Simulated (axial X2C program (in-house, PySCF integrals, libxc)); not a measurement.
# Relativistic diatomic calculation for PbB⁺

- system: PbB⁺, single determinant with M_S = 0 and |Λ| = 1 (not the lowest found).
- method: PBE0, spin-free X2C-1e, Pb dyall-cv3z, B dyall-v3z (cores contracted) (axial X2C program (in-house, PySCF integrals, libxc))

## Key numbers

- outcome: converged
- bond length rₑ: 2.463 Å
- ωₑ: 376.4 cm⁻¹
- energy at the minimum: −20910.40883 hartree
- depth below the fragments: 1.69 eV
- largest ⟨S²⟩ along the curve: 1.01
- hardware: 1 CPU thread, shared host
- wall time: 4.3 s

## Remarks

⟨S²⟩ reaches 1.01 where a pure state of this multiplicity has 0.00, so the determinant is spin-contaminated. Limits: 9 of the 10 points asked for were kept.

## Input file
```
{"zs": [82, 5], "q": 1, "bas": ["dyall-cv3z", "dyall-v3z"], "levels": ["PBE0", "HF", "BHandHLYP"], "cc": true, "r0": 2.29, "thr": -1.0, "nmax": 90, "npts": 10, "nst": 2, "ntry": 6}
```

The line is the task of a batch: nuclear charges, charge, bases, the levels to run, a first guess of the distance and further settings. This report covers PBE0 without spin-orbit coupling. The log is that of the reference distance 2.557 Å, started from orbitals converged before.

The run was one of a batch that the task file lists, launched with:
```bash
python <driver script> task.json out
```

## Log
```
spin-free X2C-1e  PBE0
basis functions 204  fitting functions 1124  grid points 5083
iter        total energy     max residual
   1     -20910.408059090     9.77e-06
   2     -20910.408059094     1.16e-05
   3     -20910.408059095     4.65e-06
converged
one-electron -28752.70724593  Coulomb 8156.01976927  exact exchange -98.15299234  xc functional -300.41806192  nuclear repulsion 84.85047183
```

## The points of the curve

```csv
R (Å),E (hartree),"dipole (D; origin at the first atom, positive when the second is positive)",highest filled (eV),lowest empty (eV)
2.225,−20910.400792,1.98,−11.74,−9.91
2.327,−20910.406567,2.07,−11.47,−9.70
2.404,−20910.408442,2.16,−11.29,−9.55
2.480,−20910.408800,2.28,−11.12,−9.42
2.557,−20910.408059,2.43,−10.98,−9.30
2.647,−20910.406237,2.64,−10.82,−9.18
2.736,−20910.403768,2.88,−10.69,−9.06
2.851,−20910.400116,3.22,−10.54,−8.93
2.992,−20910.395505,3.65,−10.40,−8.78
```

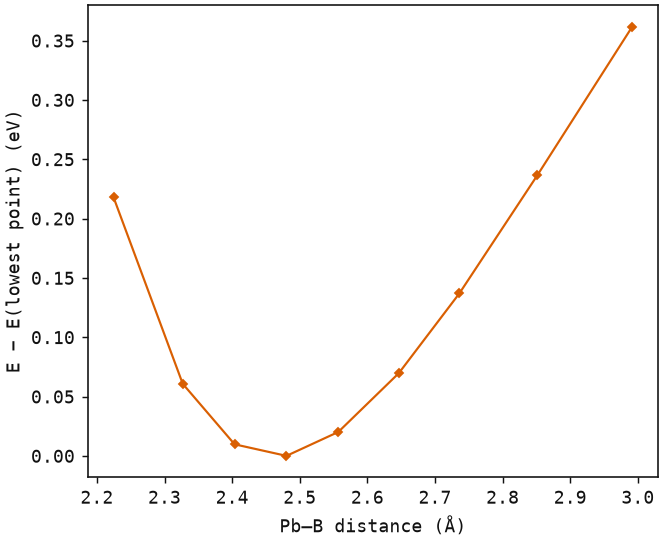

Energy at 9 bond lengths, for one set of occupations held fixed; the line joins the points. A polynomial of degree 6 through 9 points gives rₑ = 2.463 Å, ωₑ = 376.4 cm⁻¹, ωₑxₑ = 3.6 cm⁻¹ and Bₑ = 0.2657 cm⁻¹. The minimum lies 1.69 eV below Pb⁺ + B, each computed as one determinant at the same level.

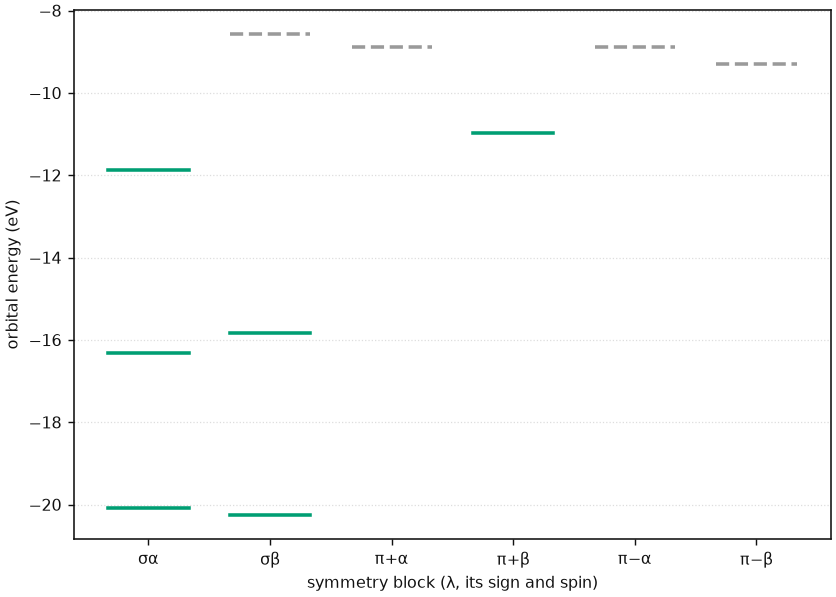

Orbital energies near the frontier at 2.56 Å, filled (solid) and empty (dashed); a label such as π−α means λ = −1 and α spin. The highest filled orbital (π+β; 61 % Pb p, 36 % B p) lies at −10.98 eV, the lowest empty one (π−β; 64 % Pb p, 33 % B p) at −9.30 eV.
